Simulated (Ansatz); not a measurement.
**A computed series for Nb: pressure series**

Take Nb in the bcc (W type) structure (space group Im-3m, No. 229; a = 3.2712 Å) as the base.

Cell and atoms are relaxed at each pressure.

Method: PBEsol (Ansatz, a quantum-chemistry and plane-wave program), scalar-relativistic without spin-orbit coupling, earlier PAW set.

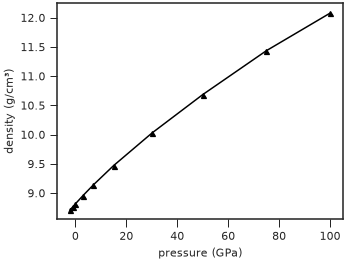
Figure: Density against pressure

**Question.** From the plot, what is the density for pressure 15 GPa?

**Answer.** About 9.5 g/cm³.

**Question.** Is the trend monotonic over the range shown?

**Answer.** Yes, it rises throughout, spanning 8.72 g/cm³ to 12.08 g/cm³.

Load acts through the strain it causes; cell and atoms are relaxed under it. No phonon test of stability was made. Competing high-pressure phases were not computed. All final runs are without spin polarisation.
